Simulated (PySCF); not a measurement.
Molecule: SMILES O[Si](O)(O)O[SiH2][O][Ge]([Cl])([Cl])[Cl]. Atoms near the plane z = 1.0 Å, at the GFN2-xTB optimised geometry (x, y, z in Å): Si1 (-0.2, 0.4, 0.0), O2 (-0.8, -0.3, 1.3), O3 (1.5, 0.4, 0.0), O4 (-0.7, 1.9, 0.0), H12 (-0.9, 0.1, 2.1), H13 (1.9, -0.4, -0.2).

Calculation: PySCF with PBE0/def2-TZVP. Cells within 0.4 Å of a nucleus heavier than hydrogen are left out (blank, or x). The values are rescaled to run from 0 to 1.

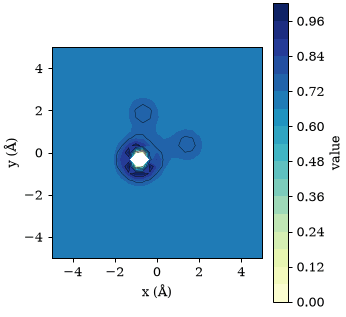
*a field on the plane z = 1.0 Å.*

### Question
Which quantity is mapped?
(A) electron localisation function
(B) deformation density (molecule minus spherical neutral atoms)
(C) Laplacian of the electron density
(D) log10 of the electron density

### Answer
C, Laplacian of the electron density. In full: Laplacian of the electron density (e/bohr⁵).
